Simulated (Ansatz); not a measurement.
C4H4Ge (SMILES C#[C][GeH2][C]#C)

```xyz
9

C     0.1498   -3.1552   -0.8671
C    -0.2339   -2.1722   -1.4704
C    -2.6809   -0.4135   -2.1579
C    -3.8762   -0.2619   -1.9978
Ge   -0.8129   -0.6331   -2.4201
H     0.4852   -4.0259   -0.3316
H    -0.5327   -0.8278   -3.9148
H    -0.0793    0.5996   -1.8789
H    -4.9342   -0.1309   -1.8539
```

Geometry: PBE0-D4/def2-SVP.

Level of theory: isolated molecule in a Gaussian basis; Kohn-Sham density functional theory, functional PBE0 (Ansatz 0.2.0).

Q: Predict the electron density and electron localisation function between the atoms.

A: C–C (1.22 Å): ρ is about 2.8 e/Å³ halfway; the ELF peaks at about 0.85 between the atoms; a short, multiple covalent bond.
C–Ge (1.90 Å): ρ at the midpoint is about 0.91 e/Å³; the ELF peaks at about 0.95 in the valence shell of C, 0.7 Å from its nucleus, and is about 0.60 at the midpoint.
C–H (1.08 Å): ρ is about 2.1 e/Å³ halfway; the ELF climbs to about 1 towards the hydrogen, as it does in any bond to H (a covalent bond by its length).

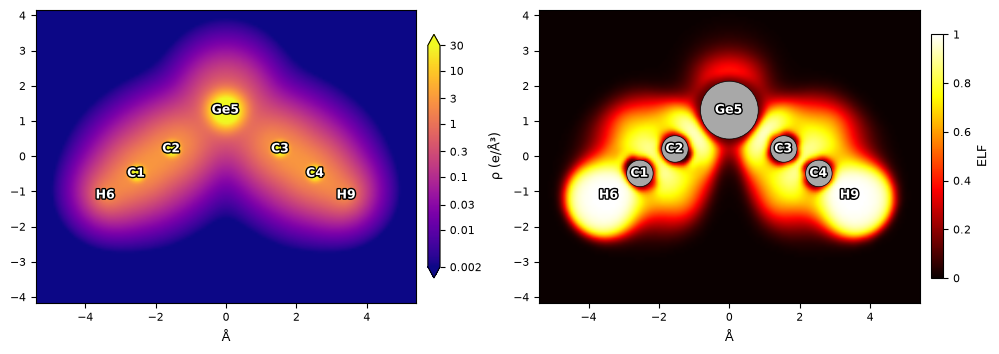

Computed electron density and electron localisation function on the plane of atoms C2, Ge5 and C3, in this order. Grey discs cover the atomic cores in the ELF map. 
